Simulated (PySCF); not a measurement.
## A study: C2H5B, charge −1, doublet, SMILES `[BH2-]C=C`

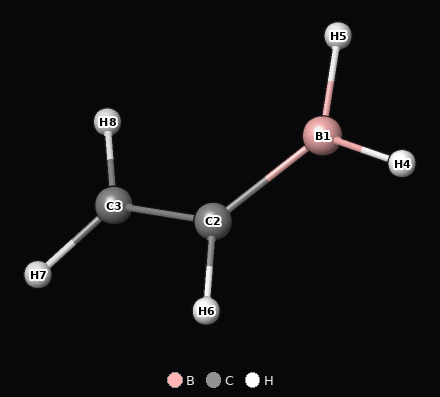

The molecule, with its atoms numbered as below. No frequency check shows the geometry to be a minimum.

Geometry (Å), atoms numbered from 1:

```
B1      -1.3724   -0.1993    0.0000
C2      -0.0193    0.4192    0.0000
C3       1.2268   -0.2003    0.0000
H4      -2.3727    0.4854    0.0000
H5      -1.5503   -1.3927    0.0000
H6       0.0527    1.5192    0.0000
H7       2.1654    0.3508    0.0000
H8       1.3218   -1.2796    0.0000
```

### 1. Bonding charge

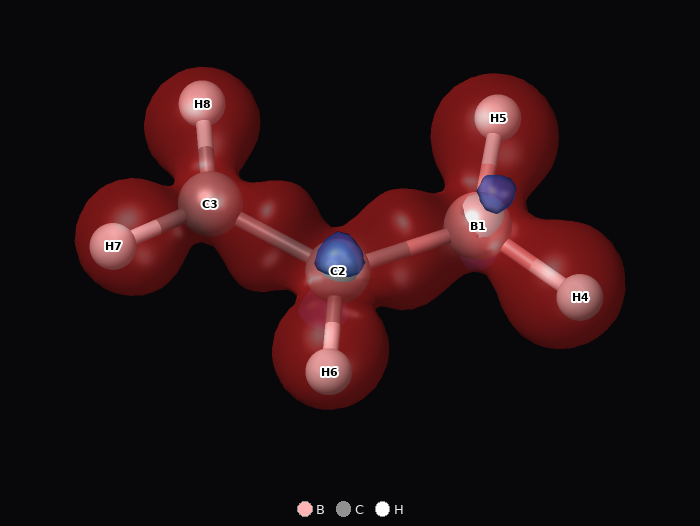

Deformation density (molecule less spherical, spin-averaged free atoms at the same positions), surfaces at ±0.1 e/Å³; red: gain, blue: loss.

PySCF calculation, ωB97X/aug-cc-pVDZ, gas phase; geometry: GFN2-xTB. The stability of the open-shell solution wasn't checked. GFN2-xTB doesn't know the spin state, so this open-shell geometry is rough.

How much density has each bond gained at its critical point, relative to the free atoms?

Answer. C3–H8: +0.66 e/Å³ at the bond critical point (bond length 1.08 Å). C3–H7: +0.64 e/Å³ at the bond critical point (bond length 1.09 Å). C2–H6: +0.62 e/Å³ at the bond critical point (bond length 1.10 Å). C2–C3: +0.58 e/Å³ at the bond critical point (bond length 1.39 Å). B1–C2: +0.44 e/Å³ at the bond critical point (bond length 1.49 Å). B1–H5: +0.32 e/Å³ at the bond critical point (bond length 1.21 Å). B1–H4: +0.31 e/Å³ at the bond critical point (bond length 1.21 Å). In all, 2.1 electrons gather in the regions of gain relative to the promolecule of neutral atoms (this includes the anion's extra charge).

Where do the Hirshfeld charges lie?

Answer. The highest Hirshfeld charge is on H8 (−0.01 e), the lowest on C3 (−0.23 e).

### 2. Bond critical points

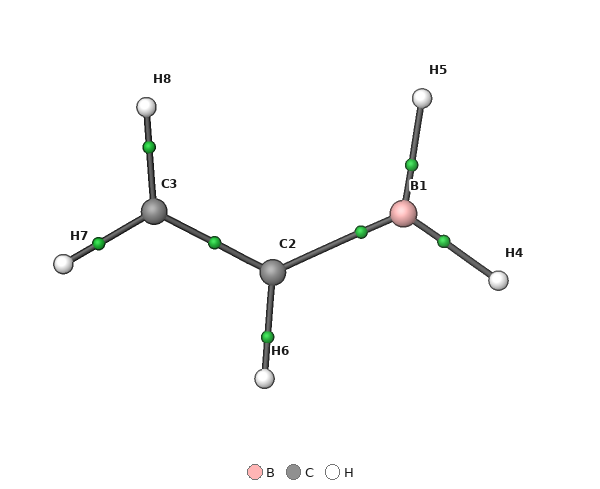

Molecular graph of the electron density (QTAIM): bond paths, bond critical points (green), ring points (magenta, if any); weak paths are dashed.

How many critical points of each kind are there, and does the count close?

Answer. 8 nuclei, 7 bond, 0 ring and 0 cage critical points: 8 − 7 + 0 − 0 = 1, as the Poincaré–Hopf relation requires.

Give the properties at the bond critical points.

Answer.
```
 bond  length (Å)  ρ (a.u.)  ∇²ρ (a.u.)     ε  H (a.u.)
C2–C3       1.392     0.302       −0.72  0.23    −0.283
C3–H8       1.083     0.273       −0.96  0.05    −0.291
C3–H7       1.088     0.269       −0.92  0.06    −0.282
C2–H6       1.102     0.263       −0.88  0.01    −0.268
B1–C2       1.488     0.193       +0.25  0.05    −0.190
B1–H5       1.207     0.157        0.00  0.16    −0.155
B1–H4       1.212     0.155       −0.01  0.14    −0.154
```

What kind of interaction is C3–H8?

Answer. Shared-shell (covalent): ρ = 0.273, ∇²ρ = −0.96, H = −0.291 a.u.

### 3. Local ionisation energy

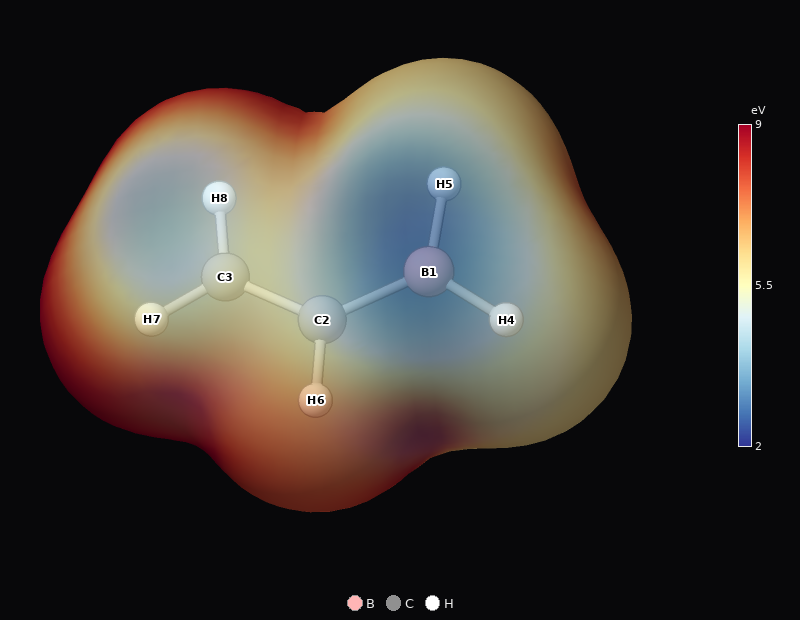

Average local ionisation energy on the surface of electron density 0.001 a.u.

Where are the most loosely bound electrons on this surface?

Answer. The lowest value is 2.7 eV, off the molecular plane, over B1 (2.3 Å), and at like points elsewhere. Further minima include 4.1 eV, off the molecular plane, over C3 (2.2 Å), and at like points elsewhere. For comparison, the highest occupied orbital lies at −0.6 eV.

What volume does the surface enclose?

Answer. About 100 Å³.

### 4. Spin density

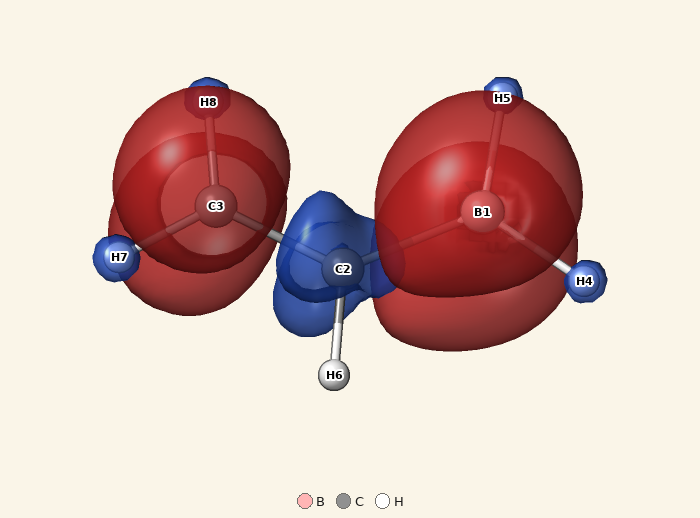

Spin density ρα − ρβ at ±0.02 e/Å³ (red: excess α, blue: excess β).

Give the atomic spin populations that go with this picture.

Answer. Hirshfeld spin populations: B1 +0.41, C3 +0.38, C2 +0.05, H4 +0.04 and H7 +0.04. ⟨S²⟩ = 0.77, against 0.75 for a pure state. The picture also shows regions of β spin from spin polarisation; the Hirshfeld sums, whose atoms overlap, net them against the α spin of neighbours.

### 5. In an electric field

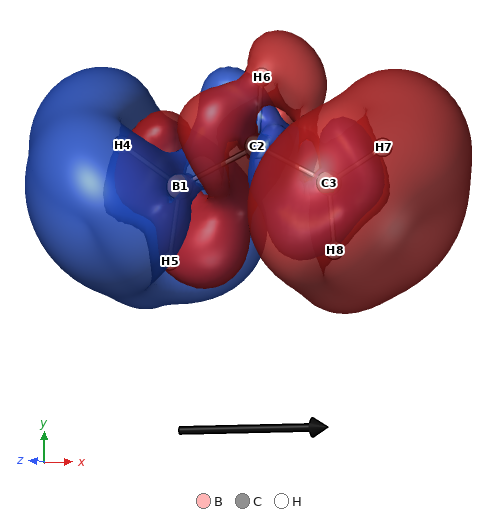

Change of the electron density in a uniform field of 0.10 V/Å along +x (arrow), surfaces at ±0.0003 e/Å³ (blue: gain, red: loss).

Level of theory: B3LYP/6-31+G* (PySCF), at a geometry from GFN2-xTB. For an anion such functionals hold the outermost electrons too loosely, so the response is rough. The basis has diffuse s and p functions alone, which still leaves polarisabilities too small, most of all across bonds. The stability of the open-shell solution wasn't checked. GFN2-xTB doesn't know the spin state, so this open-shell geometry is rough.

The field was applied in both directions; the picture shows the one opposite to the script's first.

How large is the response?

Answer. The induced dipole is 0.64 D (along the field); α along this axis, from the fields in both directions, is 124 bohr³ (18.4 Å³).

### 6. Removing or adding an electron

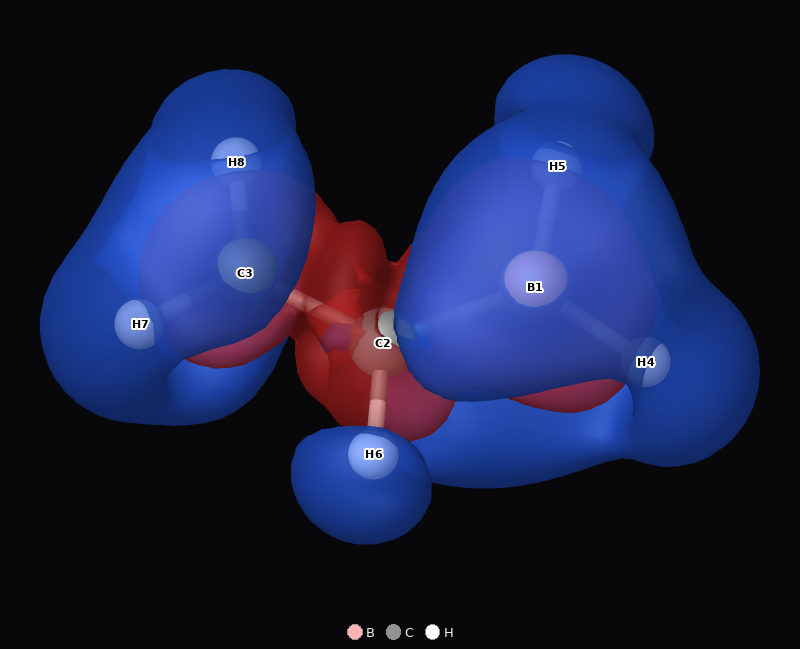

Fukui function f⁻ = ρ(N) − ρ(N−1) at fixed geometry, surfaces at ±0.01 e/Å³ (blue positive, red negative).

Level of theory: ωB97X/aug-cc-pVDZ (PySCF), at a geometry from GFN2-xTB. GFN2-xTB doesn't know the spin state, so this open-shell geometry is rough.

On which atoms does the density change most on removal of an electron?

Answer. f⁻ (Hirshfeld-condensed) is largest on B1 (0.32) and C3 (0.20); the vertical detachment energy is 0.39 eV (to the singlet neutral species, which needn't be its lowest state). Condensed values hint at sites of electrophilic attack but needn't mark the atom that reacts. Orbital relaxation makes it negative in places (0.19 e in all).

| atom | f⁻ | charge |
| --- | --- | --- |
| B1 | +0.32 | −0.18 |
| C2 | +0.09 | −0.23 |
| C3 | +0.20 | −0.23 |
| H4 | +0.10 | −0.16 |
| H5 | +0.08 | −0.15 |
| H6 | +0.06 | −0.01 |
| H7 | +0.09 | −0.03 |
| H8 | +0.07 | −0.01 |
